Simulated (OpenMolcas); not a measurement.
**Co²⁺ among point charges: CASSCF and CASPT2 levels and susceptibility**

Aim: the splitting of the states of Co²⁺ in the field of 3 point charges, its lowest levels with spin-orbit coupling and its magnetic susceptibility.

The numbers are computed with OpenMolcas 26.06 (state-averaged CASSCF and CASPT2, spin-orbit coupling by RASSI with atomic mean-field integrals), except any that are marked as measured or tabulated.

## 1. Starting point

* Species: Co²⁺ (cobalt, Z = 27, 25 electrons)
* Basis: ANO-RCC-VDZP [5s4p2d1f], 34 functions
* Scalar Hamiltonian: DKH2, point nucleus
* Inactive shells: 1s 2s 2p 3s 3p
* Active space: 7 electrons in 5 orbitals (3d)
* Some configurations of this space: 3d⁷
* Orbitals: optimised for each spin and parity, averaged over all roots

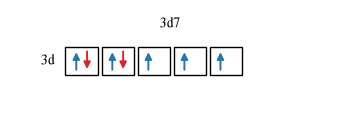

The shells outside the core, filled by Hund's rule for the drawing.

The ion sits among 3 point charges of -2 e arranged as a planar triangle (D3h), 2.23 Å from the ion.

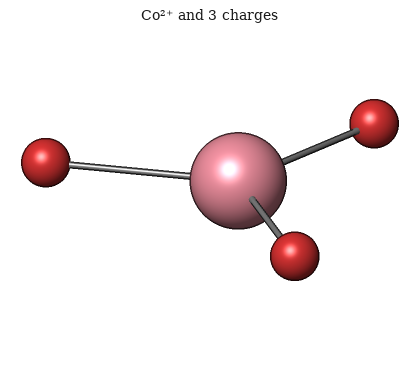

The ion and the point charges (red).

The work runs as a chain of OpenMolcas steps in one folder; each step below is one input file. Labels, J, g values, rates, χT and fits are worked out afterwards by a script from the matrices that RASSI stores.

## 2. GATEWAY and SEWARD: basis and integrals

The input, a.inp:

```
&GATEWAY
Coord
1

Co 0.0 0.0 0.0
Basis=ANO-RCC-VDZP
Group=NoSym
NoMove
AngMom=0.0 0.0 0.0
AMFI
XField
3 Angstrom 0
2.230000 0.000000 0.000000 -2.000000
-1.115000 1.931237 0.000000 -2.000000
-1.115000 -1.931237 0.000000 -2.000000
&SEWARD
```

On the command line:

```bash
$ OMP_NUM_THREADS=1 MOLCAS_MEM=1689 MOLCAS_PROJECT=a pymolcas a.inp > a.log
```

Output:

```text
Basis set label: CO.ANO-RCC...5S4P2D1F.

      Electronic valence basis set:
      ------------------
      Associated Effective Charge  27.000000 au
      Associated Actual Charge     27.000000 au
      Nuclear Model: Point charge

      Shell  nPrim  nBasis  Cartesian Spherical Contaminant
         s      21       5        X
         p      15       4        X
         d      10       2                 X
         f       6       1                 X
                  Relativistic Douglas-Kroll-Hess integrals:
                    - DKH order of Hamiltonian: 2
                    - DKH order of Properties : 0
                  Atomic mean-field integrals
```

## 3. Reference wave functions, quartets, 10 roots

The input, a.inp:

```
&RASSCF
FileOrb=start.orb
Symmetry=1
Spin=4
nActEl=7 0 0
Inactive=9
Ras2=5
CIRoot=10 10 1
SDav=10
CIMx=300
Iter=120 100
PrWF=0.3
OrbListing=Nothing
MaxOrb=0
>>> COPY $Project.JobIph JOB001
```

On the command line:

```bash
$ OMP_NUM_THREADS=1 MOLCAS_MEM=1689 MOLCAS_PROJECT=a pymolcas a.inp > a.log
```

start.orb holds the contracted functions of the basis, ordered by shell, or the orbitals of the step before.

Output (excerpt; [...] marks lines left out):

```text
[...]
      Number of active orbitals                  5
[...]
      Spin quantum number                      1.5
[...]
      Active orbitals                            5
[...]
      Number of CSFs                            10
      Number of root(s) required                10
[...]
      Convergence after 11 iterations
[...]
      Natural orbitals and occupation numbers for root  1
      sym 1:   1.079482   1.920518   1.000000   1.920518   1.079482
      Natural orbitals and occupation numbers for root  2
      sym 1:   1.191999   1.191999   1.808001   1.808001   1.000000
      Natural orbitals and occupation numbers for root  3
      sym 1:   1.000000   1.808001   1.808001   1.191999   1.191999
::    RASSCF root number  1 Total energy:  -1393.87556796
::    RASSCF root number  2 Total energy:  -1393.87371234
::    RASSCF root number  3 Total energy:  -1393.87371234
[...]
::    RASSCF root number  7 Total energy:  -1393.85573796
::    RASSCF root number  8 Total energy:  -1393.78965877
::    RASSCF root number  9 Total energy:  -1393.78965877
::    RASSCF root number 10 Total energy:  -1393.75057251
```

## 4. CASSCF: doublets, 40 roots

The input, a.inp:

```
&RASSCF
FileOrb=start.orb
Symmetry=1
Spin=2
nActEl=7 0 0
Inactive=9
Ras2=5
CIRoot=40 40 1
SDav=40
CIMx=300
Iter=120 100
PrWF=0.3
OrbListing=Nothing
MaxOrb=0
>>> COPY $Project.JobIph JOB002
```

Output (excerpt; [...] marks lines left out):

```text
[...]
      Number of active orbitals                  5
[...]
      Spin quantum number                      0.5
[...]
      Active orbitals                            5
[...]
      Number of CSFs                            40
      Number of root(s) required                40
[...]
      Convergence after  8 iterations
[...]
      Natural orbitals and occupation numbers for root  1
      sym 1:   1.154371   1.691248   1.154385   1.691236   1.308760
      Natural orbitals and occupation numbers for root  2
      sym 1:   1.154386   1.691236   1.154370   1.691248   1.308760
      Natural orbitals and occupation numbers for root  3
      sym 1:   1.228362   1.228362   1.500000   1.500000   1.543276
::    RASSCF root number  1 Total energy:  -1393.78946124
::    RASSCF root number  2 Total energy:  -1393.78946124
::    RASSCF root number  3 Total energy:  -1393.78634602
[...]
::    RASSCF root number 27 Total energy:  -1393.73389102
::    RASSCF root number 28 Total energy:  -1393.73389102
::    RASSCF root number 29 Total energy:  -1393.67465529
::    RASSCF root number 30 Total energy:  -1393.67453365
```

## 5. RASSI: spin-orbit coupling between the states

The input, a.inp:

```
&RASSI
NrOfJobIphs=2 10 40
1 2 3 4 5 6 7 8 9 10
1 2 3 4 5 6 7 8 9 10 11 12 13 14 15 16 17 18 19 20 21 22 23 24 25 26 27
28 29 30 31 32 33 34 35 36 37 38 39 40
IphNames
JOB001
JOB002
EJob
SpinOrbit
DIPRint=1.0
SOCoupling=1000.0
Subsets=2
Property=9
'ANGMOM' 1 'ANGMOM' 2 'ANGMOM' 3 'MLTPL  1' 1 'MLTPL  1' 2 'MLTPL  1' 3
'AMFI' 1 'AMFI' 2 'AMFI' 3
SOProperty=3
'ANGMOM' 1 'ANGMOM' 2 'ANGMOM' 3
```

Output:

```text
SPIN-FREE ENERGIES:
  (Shifted by EMIN (a.u.) =      -1393.8755679588)

 SF State       Relative EMIN(au)   Rel lowest level(eV)    D:o, cm**(-1)      L_eff

     1             0.0000000000        0.0000000000              0.0000         2.9
     2             0.0018556167        0.0504939021            407.2608         2.9
     3             0.0018556172        0.0504939166            407.2609         2.9
     4             0.0111443237        0.3032524974           2445.8963         3.0
     5             0.0111443251        0.3032525348           2445.8966         3.0
     6             0.0198154495        0.5392058490           4348.9885         3.0
     7             0.0198299940        0.5396016251           4352.1806         3.0
     8             0.0859091879        2.3377080953          18854.8874         1.1
     9             0.0859091898        2.3377081461          18854.8878         1.1
    11             0.0861067141        2.3430830569          18898.2393         4.1
    12             0.0861067141        2.3430830569          18898.2393         4.1
    13             0.0892219374        2.4278526006          19581.9518         4.0
    14             0.0893072731        2.4301747021          19600.6808         4.0
    15             0.0932238854        2.5367511517          20460.2779         4.0
    16             0.0932238863        2.5367511781          20460.2781         4.0
    17             0.0966137166        2.6289931589          21204.2598         3.9
    18             0.0966137166        2.6289931589          21204.2598         3.9
    19             0.0972434975        2.6461303692          21342.4808         5.0
    20             0.0972434975        2.6461303692          21342.4808         5.0
    21             0.0977327630        2.6594439640          21449.8621         3.9
    22             0.1102994344        3.0014005134          24207.9277         1.8
    23             0.1102994350        3.0014005277          24207.9278         1.8
    24             0.1144385178        3.1140307096          25116.3515         1.2
    25             0.1152143677        3.1351426605          25286.6309         4.9
    26             0.1152143677        3.1351426605          25286.6309         4.9
    10             0.1249954476        3.4012994033          27433.3298         1.1
    27             0.1253723554        3.4115555875          27516.0515         2.1
    28             0.1257716489        3.4224209161          27603.6863         4.9
    29             0.1258303157        3.4240173220          27616.5622         4.9
    30             0.1294064622        3.5213292257          28401.4356         4.2
    31             0.1294064629        3.5213292450          28401.4357         4.2
    32             0.1345617365        3.6616113856          29532.8875         4.8
    33             0.1345617380        3.6616114263          29532.8878         4.8
    34             0.1352460903        3.6802336012          29683.0858         4.8
    35             0.1375992988        3.7442676663          30199.5554         3.2
    36             0.1375992988        3.7442676663          30199.5554         3.2
    37             0.1416769369        3.8552258529          31094.4935         1.7
    38             0.1416769379        3.8552258803          31094.4937         1.7
    39             0.2009126713        5.4671122994          44095.2345         3.1
    40             0.2010343071        5.4704221800          44121.9304         3.1
Eigenvalues of complex Hamiltonian:
   -----------------------------------
  (Shifted by EMIN (a.u.) =      -1393.8755679588)

 SO State       Relative EMIN(au)   Rel lowest level(eV)    D:o, cm**(-1)     J-value

     1            -0.0028545352        0.0000000000              0.0000         4.3
     2            -0.0028545352        0.0000000000              0.0000         4.3
     3            -0.0021327450        0.0196409124            158.4146         4.0
     4            -0.0021327450        0.0196409124            158.4146         4.0
     5            -0.0000344943        0.0767372212            618.9274         3.3
     6            -0.0000344943        0.0767372212            618.9274         3.3
     7             0.0024187044        0.1434921581           1157.3423         3.2
     8             0.0024187044        0.1434921581           1157.3423         3.2
     9             0.0026795078        0.1505889807           1214.5820         2.7
    10             0.0026795078        0.1505889807           1214.5820         2.7
    11             0.0049869430        0.2133774908           1721.0055         2.0
    12             0.0049869430        0.2133774908           1721.0055         2.0
    13             0.0081125984        0.2984309074           2407.0076         2.8
    14             0.0081125984        0.2984309074           2407.0076         2.8
    15             0.0102923107        0.3577439011           2885.3992         2.8
    16             0.0102923107        0.3577439011           2885.3992         2.8
    17             0.0122280587        0.4104182870           3310.2467         2.7
    18             0.0122280587        0.4104182870           3310.2467         2.7
    19             0.0139901837        0.4583681504           3696.9885         2.3
    20             0.0139901837        0.4583681504           3696.9885         2.3
    21             0.0157945019        0.5074661520           4092.9905         1.7
    22             0.0157945019        0.5074661520           4092.9905         1.7
    23             0.0187489419        0.5878605593           4741.4152         1.8
    24             0.0187489419        0.5878605593           4741.4152         1.8
    25             0.0213592786        0.6588914396           5314.3179         1.8
    26             0.0213592786        0.6588914396           5314.3179         1.8
    27             0.0237119690        0.7229114077           5830.6737         1.4
    28             0.0237119690        0.7229114077           5830.6737         1.4
    29             0.0844107098        2.3746082867          19152.5075         1.9
    30             0.0844107098        2.3746082867          19152.5075         1.9
    31             0.0844776990        2.3764311565          19167.2099         1.3
    32             0.0844776990        2.3764311565          19167.2099         1.3
    33             0.0850468169        2.3919176441          19292.1169         1.8
    34             0.0850468169        2.3919176441          19292.1169         1.8
    35             0.0854645316        2.4032842380          19383.7946         2.7
    36             0.0854645316        2.4032842380          19383.7946         2.7
    37             0.0857492358        2.4110314361          19446.2800         1.8
    38             0.0857492358        2.4110314361          19446.2800         1.8
    39             0.0867057795        2.4370603162          19656.2171         1.4
    40             0.0867057795        2.4370603162          19656.2171         1.4
    41             0.0883606711        2.4820922092          20019.4238         3.5
Weights of the five most important spin-orbit-free states for each spin-orbit state.

 SO State  Total energy (au)           Spin-free states, spin, and weights
 -------------------------------------------------------------------------------------------------------
    1        -0.002855       1 1.5  0.6491    2 1.5  0.1725    3 1.5  0.1725    4 1.5  0.0022    5 1.5  0.0022
    2        -0.002855       1 1.5  0.6491    2 1.5  0.1725    3 1.5  0.1725    4 1.5  0.0022    5 1.5  0.0022
    3        -0.002133       1 1.5  0.5790    3 1.5  0.2026    2 1.5  0.2026    4 1.5  0.0071    5 1.5  0.0071
    4        -0.002133       1 1.5  0.5790    3 1.5  0.2026    2 1.5  0.2026    4 1.5  0.0071    5 1.5  0.0071
    5        -0.000034       2 1.5  0.4746    3 1.5  0.4746    4 1.5  0.0245    5 1.5  0.0245   16 0.5  0.0006
    6        -0.000034       2 1.5  0.4746    3 1.5  0.4746    4 1.5  0.0245    5 1.5  0.0245   16 0.5  0.0006
    7         0.002419       2 1.5  0.4739    3 1.5  0.4739    1 1.5  0.0320    4 1.5  0.0097    5 1.5  0.0097
    8         0.002419       2 1.5  0.4739    3 1.5  0.4739    1 1.5  0.0320    4 1.5  0.0097    5 1.5  0.0097
    9         0.002680       1 1.5  0.4184    3 1.5  0.2693    2 1.5  0.2693    4 1.5  0.0208    5 1.5  0.0208
   10         0.002680       1 1.5  0.4184    3 1.5  0.2693    2 1.5  0.2693    4 1.5  0.0208    5 1.5  0.0208
   11         0.004987       3 1.5  0.3351    2 1.5  0.3351    1 1.5  0.3160    4 1.5  0.0062    5 1.5  0.0062
   12         0.004987       3 1.5  0.3351    2 1.5  0.3351    1 1.5  0.3160    4 1.5  0.0062    5 1.5  0.0062
```

Time for these steps: 11 s (1 thread of Arm Neoverse V1, shared host).

Spin-free states, with their symmetry labels:

```csv
state,degeneracy,E (cm-1),free-ion L (%)
4A2,1,0,F (97)
4E,2,407,F (95)
4E,2,2446,F (100)
4A1,1,4349,F (100)
4A2,1,4352,F (100)
4E,2,18855,P (95)
2E,2,18898,G (92)
2A2,1,19582,G (92)
2A1,1,19601,G (92)
2E,2,20460,G (93)
2E,2,21204,G (94)
2E,2,21342,H (100)
2A1,1,21450,G (95)
2E,2,24208,P (50)
2A2,1,25116,P (96)
2E,2,25287,H (92)
4A2,1,27433,P (97)
2A1,1,27516,D (95)
2A1,1,27604,H (92)
2A2,1,27617,H (92)
2E,2,28401,H (62)
2E,2,29533,H (90)
2A2,1,29683,H (92)
2E,2,30200,D (68)
```

With spin-orbit coupling:

| E (cm-1) | Degeneracy | Label | 2S+1 | g |
| --- | --- | --- | --- | --- |
| 0.0 | 2 | E1/2 | 4 | 1.73 6.50 6.50 |
| 158.4 | 2 | E3/2 | 4 | 0.00 0.00 5.13 |
| 618.9 | 2 | E1/2 | 4 | 0.00 0.00 7.90 |
| 1157 | 2 | E1/2 | 4 | 1.72 4.57 4.57 |
| 1215 | 2 | E3/2 | 4 | 0.00 0.00 4.75 |
| 1721 | 2 | E1/2 | 4 | 2.16 2.16 2.48 |
| 2407 | 2 | E1/2 | 4 | 0.00 0.00 9.94 |
| 2885 | 2 | E1/2 | 4 | 0.00 0.00 6.03 |
| 3310 | 2 | E3/2 | 4 | 0.00 0.00 2.07 |
| 3697 | 2 | E1/2 | 4 | 0.07 0.07 1.94 |
| 4093 | 2 | E3/2 | 4 | 0.00 0.00 11.99 |
| 4741 | 2 | E1/2 | 4 | 0.02 0.02 8.05 |
| 5314 | 2 | E1/2 | 4 | 0.02 0.02 4.06 |
| 5831 | 2 | E3/2 | 4 | 0.00 0.00 0.03 |
| 19153 | 2 | E3/2 | 2 | 0.00 0.00 9.85 |
| 19167 | 2 | E1/2 | 4 | 0.00 0.00 7.99 |
| 19292 | 2 | E3/2 | 4 | 0.00 0.00 4.00 |
| 19384 | 2 | E1/2 | 2 | 0.10 0.10 6.55 |
| 19446 | 2 | E1/2 | 4 | 0.18 1.35 1.35 |
| 19656 | 2 | E1/2 | 4 | 1.43 1.43 3.80 |
| 20019 | 2 | E1/2 | 2 | 0.06 0.06 4.30 |
| 20467 | 2 | E1/2 | 2 | 0.08 0.08 7.40 |
| 20808 | 2 | E3/2 | 2 | 0.00 0.00 2.31 |
| 21343 | 2 | E1/2 | 2 | 0.04 0.04 5.67 |

The table of states holds 24 of 33 computed; the rest, higher up, is left out. Labels of spin-orbit levels are those of the rotation subgroup (D3 for D3h). Principal g values are given for doublets only; a zero marks a field direction without first-order Zeeman splitting.

Powder χT (cm³ K/mol): 2.77 at 2 K, 2.84 at 5 K, 2.94 at 10 K, 3.15 at 20 K, 3.75 at 50 K, 4.32 at 100 K, 4.56 at 150 K, 4.67 at 200 K, 4.74 at 250 K, 4.78 at 300 K.

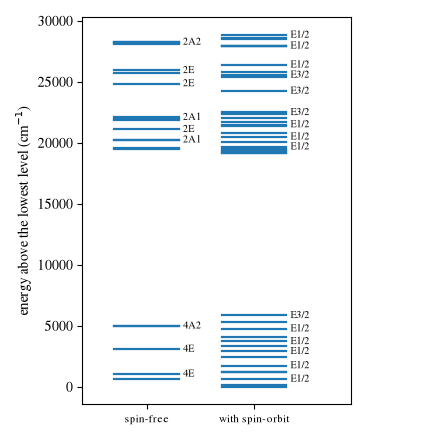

The states in the field without (left) and with (right) spin-orbit coupling.

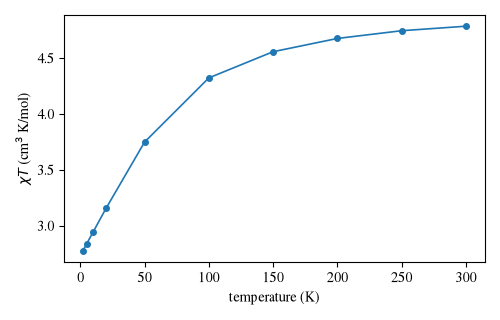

χT against temperature.

Orbitals of the lowest block (energies include the constant potential of the surroundings):

```csv
shell,space,energy (hartree),mean occupation,⟨r²⟩ (bohr²)
1s,inactive,-285.0473,2.000,0.00421
2s,inactive,-34.7433,2.000,0.0761
2p,inactive,-29.5161,6.000,0.0618
3s,inactive,-3.9240,2.000,0.693
3p,inactive,-2.3357,6.000,0.790
3d,RAS2,,7.000,1.41
```

## 6. CASPT2: IPEA 0.25, imaginary shift 0.1 (closed shells correlated: 3s 3p)

The input, a.inp:

```
>>> COPY JOB001 $Project.JobIph
&CASPT2
Multistate=10 1 2 3 4 5 6 7 8 9 10
NoMult
Frozen=5
IPEA=0.25
Imaginary=0.1
MaxIter=60
WThr=0.0 0.3 0.05
PrWF=0.5
NoMix
>>> COPY JOB002 $Project.JobIph
&CASPT2
Multistate=40 1 2 3 4 5 6 7 8 9 10 11 12 13 14 15 16 17 18 19 20 21 22
23 24 25 26 27 28 29 30 31 32 33 34 35 36 37 38 39 40
NoMult
Frozen=5
IPEA=0.25
Imaginary=0.1
MaxIter=60
WThr=0.0 0.3 0.05
PrWF=0.5
NoMix
```

On the command line:

```bash
$ OMP_NUM_THREADS=1 MOLCAS_MEM=1689 MOLCAS_PROJECT=a pymolcas a.inp > a.log
```

Output (excerpt; [...] marks lines left out):

```text
[...]
      Active orbitals                            5
[...]
      E2 (Variational):          -0.3927359721
      Total energy:           -1394.2683039309
[...]
::    CASPT2 Root  1     Total energy:  -1394.26830393
::    CASPT2 Root  2     Total energy:  -1394.26949978
[...]
::    CASPT2 Root 27     Total energy:  -1394.14459984
::    CASPT2 Root 28     Total energy:  -1394.14459846
::    CASPT2 Root 29     Total energy:  -1394.08978113
::    CASPT2 Root 30     Total energy:  -1394.08973923
```

This run: 5.2 s of run time, 1 thread of Arm Neoverse V1, shared host.

SS-CASPT2: lowest energy less the reference's lowest, -0.3939 hartree; reference weights 0.930 to 0.939.

Spin-free states, with their symmetry labels:

```csv
state,degeneracy,E (cm-1),free-ion L (%)
4E,2,0,F (95)
4A2,1,262,F (97)
4E,2,3096,F (100)
4A1,1,4400,F (100)
4A2,1,4401,F (100)
4E,2,16103,P (95)
2E,2,17104,G (92)
2A2,1,17355,G (92)
2A1,1,17363,G (92)
2E,2,18382,G (93)
2E,2,18975,G (94)
2A1,1,19312,G (95)
2E,2,19390,H (100)
2E,2,19430,P (50)
2A2,1,20221,P (96)
2E,2,23318,H (92)
2A1,1,23483,D (95)
2E,2,25844,H (62)
2A1,1,26038,H (92)
2A2,1,26045,H (92)
4A2,1,26283,P (97)
2E,2,27413,D (54)
2E,2,27648,D (68)
2E,2,27960,H (90)
```

With spin-orbit coupling:

| E (cm-1) | Degeneracy | Label | 2S+1 | g |
| --- | --- | --- | --- | --- |
| 0 | 2 | E1/2 | 4 | 1.50 6.50 6.50 |
| 91 | 2 | E3/2 | 4 | 0.00 0.00 4.56 |
| 280 | 2 | E1/2 | 4 | 0.00 0.00 7.95 |
| 820 | 2 | E1/2 | 4 | 2.32 4.27 4.27 |
| 1240 | 2 | E3/2 | 4 | 0.00 0.00 5.38 |
| 1630 | 2 | E1/2 | 4 | 1.80 1.80 2.15 |
| 3060 | 2 | E1/2 | 4 | 0.00 0.00 9.89 |
| 3510 | 2 | E1/2 | 4 | 0.00 0.00 5.93 |
| 3930 | 2 | E3/2 | 4 | 0.00 0.00 1.98 |
| 4170 | 2 | E3/2 | 4 | 0.00 0.00 11.99 |
| 4350 | 2 | E1/2 | 4 | 0.03 0.03 1.98 |
| 4850 | 2 | E1/2 | 4 | 0.01 0.01 8.09 |
| 5420 | 2 | E1/2 | 4 | 0.01 0.01 4.10 |
| 5930 | 2 | E3/2 | 4 | 0.00 0.00 0.06 |
| 16450 | 2 | E1/2 | 4 | 0.00 0.00 8.00 |
| 16530 | 2 | E3/2 | 4 | 0.00 0.00 4.00 |
| 16670 | 2 | E1/2 | 4 | 0.42 2.01 2.01 |
| 16900 | 2 | E1/2 | 4 | 2.08 2.08 3.54 |
| 17390 | 2 | E3/2 | 2 | 0.00 0.00 9.84 |
| 17470 | 2 | E1/2 | 2 | 0.10 0.10 6.94 |
| 17850 | 2 | E1/2 | 2 | 0.09 0.09 4.24 |
| 18440 | 2 | E1/2 | 2 | 0.04 0.04 7.01 |
| 18740 | 2 | E3/2 | 2 | 0.00 0.00 2.41 |
| 19280 | 2 | E1/2 | 2 | 0.03 0.03 5.73 |

Powder χT (cm³ K/mol): 2.79 at 2 K, 2.90 at 5 K, 3.09 at 10 K, 3.45 at 20 K, 4.22 at 50 K, 4.62 at 100 K, 4.73 at 150 K, 4.75 at 200 K, 4.75 at 250 K, 4.74 at 300 K.

## 7. The methods side by side

A. CASSCF
B. SS-CASPT2, IPEA 0.25, imaginary shift 0.1 (closed shells correlated: 3s 3p)

```csv
method,ground state,first state of that spin (cm-1),first gap with spin-orbit (cm-1),χT at 300 K
A,4A2,4E 407.3,158.4,4.78
B,4E,4A2 262.5,90.8,4.74
```

## 8. Outcome

| quantity | value |
| --- | --- |
| method | SS-CASPT2, IPEA 0.25, imaginary shift 0.1 (closed shells correlated: 3s 3p) |
| spin-free ground state | 4E, 2-fold in its orbital part |
| first state of the same spin within the active space | 4A2 at 262 cm⁻¹ |
| lowest level | 2-fold E1/2, g = 1.50, 6.50, 6.50 |
| next level | 90.8 cm⁻¹ |
| χT at 300 K | 4.74 cm³ K/mol |
| effective moment at 300 K | 6.16 μB |

Cost by method:

```csv
method,time of its own steps,time with the reference
A. CASSCF,11 s,11 s
"B. SS-CASPT2, IPEA 0.25, imaginary shift 0.1, +3s 3p",5.2 s,16 s
```

Times are of one thread on a shared host.

In words: The spin-free ground state (4E) comes to 95 % from free-ion F terms and keeps the highest spin of the shell. χT at 300 K is 4.74, against 1.88 cm³ K/mol for the spin alone, so orbital moment adds to it. An active space of the d shell alone favours high spin; real ions in strong fields can be low spin. CASPT2 does not keep the components of a term degenerate, and the means are used. The field of point charges can differ much from that of real complexes. With metal d orbitals alone active, the gaps between spin states are rough; where two lie within a few thousand cm-1, their order is open. Point charges carry no covalency, so the field is a model and not that of real ligands.
